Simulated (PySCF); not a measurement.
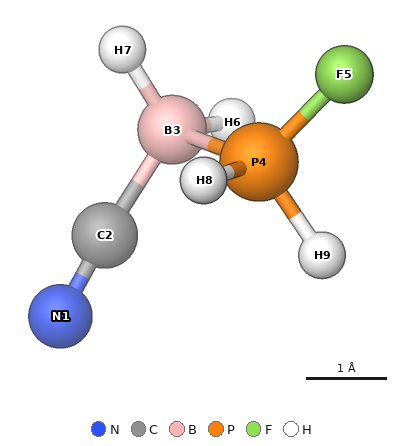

Figure 1. The input geometry (ball-and-stick view, seen at a tilt; atoms are numbered from 1 in the order of the input). Bond lengths as drawn: B–C 1.57 Å, B–H 1.21 to 1.22 Å, B–P 1.90 Å, C–N 1.16 Å, F–P 1.59 Å and H–P 1.41 Å.

# NMR shielding calculation of CH$_{4}$BFNP

- system: CH$_{4}$BFNP, SMILES N#C[BH2-][PH2+]F
- method: GIAO PBE0/pcSseg-1 NMR shielding, non-relativistic, IEF-PCM acetone (PySCF 2.14.0)

The geometry comes from this level: PBE0-D3(BJ)/def2-SVP. It belongs to a series of runs on one base structure; here: solvent acetone. Figures and captions count atoms from 1; the log counts them from 0 in places.

## Output
```
coarse grid: 8424 points
cycle   1  E = -560.8126266928  dE =  4.750e-01  |g| = 5.777e-01  |ddm| = 2.679e+00
cycle   2  E = -560.7475124158  dE =  6.511e-02  |g| = 8.623e-01  |ddm| = 1.082e+00
cycle   3  E = -560.8774134697  dE = -1.299e-01  |g| = 1.576e-01  |ddm| = 6.142e-01
cycle   4  E = -560.8829722637  dE = -5.559e-03  |g| = 5.165e-02  |ddm| = 1.341e-01
cycle   5  E = -560.8834554965  dE = -4.832e-04  |g| = 1.672e-02  |ddm| = 3.634e-02
cycle   6  E = -560.8835086411  dE = -5.314e-05  |g| = 8.432e-04  |ddm| = 1.326e-02
cycle   7  E = -560.8835087871  dE = -1.460e-07  |g| = 1.278e-04  |ddm| = 9.565e-04
final grid: 78432 points
cycle   8  E = -560.9164692042  dE = -1.851e-05  |g| = 4.245e-03  |ddm| = 1.869e-02
cycle   9  E = -560.9164703791  dE = -1.175e-06  |g| = 3.911e-03  |ddm| = 8.619e-03
cycle  10  E = -560.9164741854  dE = -3.806e-06  |g| = 7.878e-04  |ddm| = 3.957e-03
cycle  11  E = -560.9164743142  dE = -1.288e-07  |g| = 1.654e-04  |ddm| = 5.348e-04
cycle  12  E = -560.9164743200  dE = -5.790e-09  |g| = 4.119e-05  |ddm| = 1.199e-04
cycle  13  E = -560.9164743202  dE = -2.366e-10  |g| = 1.706e-05  |ddm| = 3.631e-05
```

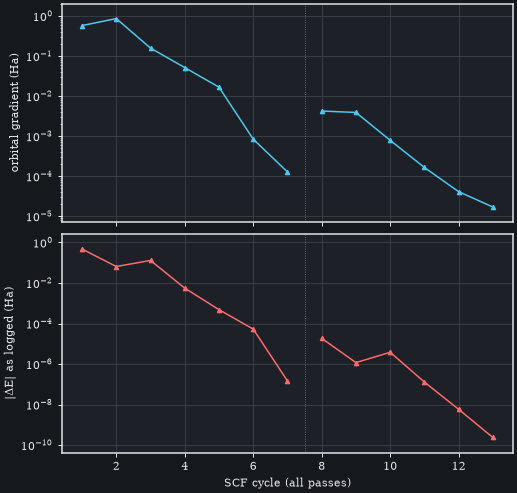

Figure 2. Convergence of the self-consistent field: orbital gradient and size of the energy change against the SCF cycle. The dotted line marks the change from a coarse to the final integration grid. The first 7 cycles use a coarse grid, the final grid takes over at cycle 8, and the field converges after 13 cycles in all.

```
converged SCF energy = -560.9164743202

GIAO shielding tensors (ppm)
atom      isotropic    diamagn.    paramagn.     s11        s22        s33       span
  0 N      -64.292     340.961    -405.253   -264.727   -228.280    300.131    564.858
  1 C       51.392     261.638    -210.246    -74.989    -59.556    288.722    363.711
  2 B      147.959     191.725     -43.766    139.233    145.112    159.532     20.299
  3 P      222.956     963.847    -740.891     33.976    220.482    414.411    380.435
  4 F      416.791     470.241     -53.450    357.180    440.443    452.751     95.571
  5 H       29.334      27.746       1.588     26.486     28.408     33.107      6.621
  6 H       29.339      27.740       1.599     26.483     28.414     33.118      6.635
  7 H       23.690      27.562      -3.872     19.829     23.468     27.773      7.944
  8 H       23.682      27.513      -3.832     19.835     23.411     27.799      7.963
```

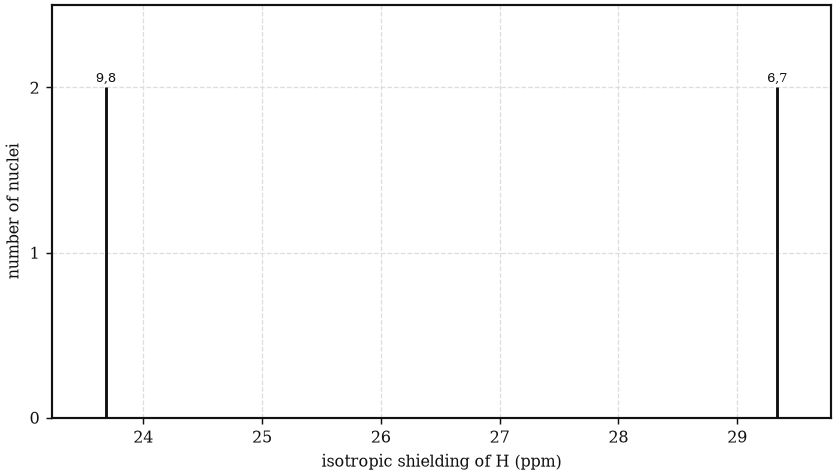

Figure 3. Isotropic shieldings of the hydrogen nuclei in this fixed geometry, labelled by atom number; shielding grows to the right, so chemical shift grows to the left. The least shielded is H9 (23.7 ppm), the most shielded H7 (29.3 ppm).

This output came from the following input.

## Input file
```
{"job": {"kind": "nmr", "xc": "PBE0", "basis": "pcSseg-1", "solvent": "acetone", "pop": true}, "charge": 0, "multiplicity": 1}
N      1.827111     0.465200    -1.852424
C      1.430801     0.033299    -0.849243
B      0.747164    -0.489062     0.465722
P     -0.976843     0.233855     0.112049
F     -2.095062    -0.013476     1.215585
H      0.618402    -1.695926     0.519934
H      1.144631     0.038772     1.485430
H     -1.028050     1.636102    -0.063894
H     -1.607893    -0.226678    -1.066891
```

The first line tells a small driver script what to run in PySCF; the rest is the geometry in Å.

Command:
```bash
OMP_NUM_THREADS=1 python <driver script> task.json out
```

## Summary

| quantity | value |
| --- | --- |
| outcome | converged |
| total energy | −560.916474 hartree |
| HOMO | −8.94 eV |
| LUMO | −1.08 eV |
| dipole moment | 5.92 D |
| isotropic shielding, N | −64.3 ppm |
| isotropic shielding, C | 51.4 ppm |
| isotropic shielding, B | 148.0 ppm |
| isotropic shielding, P | 223.0 ppm |
| isotropic shielding, F | 416.8 ppm |
| hardware | 1 CPU thread, shared host |
| wall time | 5.4 s |
| peak memory | 0.55 GiB |
